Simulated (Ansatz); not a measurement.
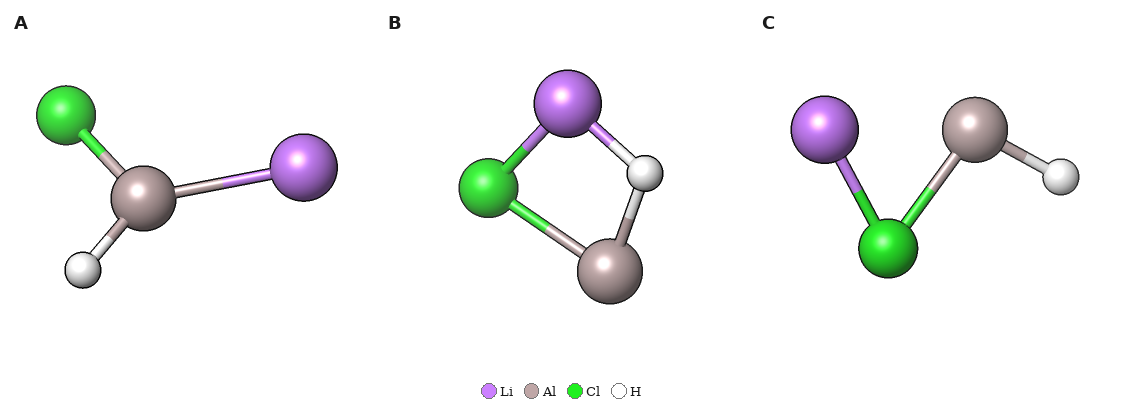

3 stationary structures of one formula. Geometries: PBE-D4/def2-SVP. Electronic energies: PBE-D4/def2-SVP (Ansatz 0.2.0), without zero-point energy. No frequency run is at hand to confirm each as a minimum.

> Rank them by energy, lowest first.

B is lowest (Cs); C lies 0.375 eV above it (Cs), A lies 0.746 eV above it (Cs).
